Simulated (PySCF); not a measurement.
SMILES ClB(Cl)B(Cl)Cl at its PBE/def2-SVP optimised geometry (Å):

```
6

Cl     2.1882    -0.0061    -1.5177
B      1.2970    -0.0026     0.0000
Cl     2.1903     0.0041     1.5164
B     -0.4009    -0.0026     0.0000
Cl    -1.2970    -1.5171    -0.0009
Cl    -1.2890     1.5171     0.0000
```

Level of theory: PBE/def2-TZVP (PySCF).

Map of the electrostatic potential (hartree/e), clipped to [-0.08, 0.12] on the plane z = 0.8 Å:

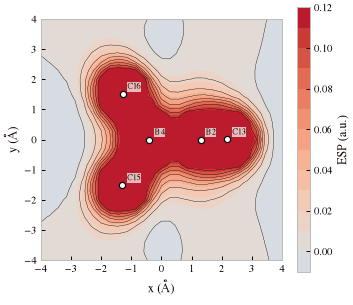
Figure. Electrostatic potential (hartree/e), clipped to [-0.08, 0.12] on the plane z = 0.8 Å.
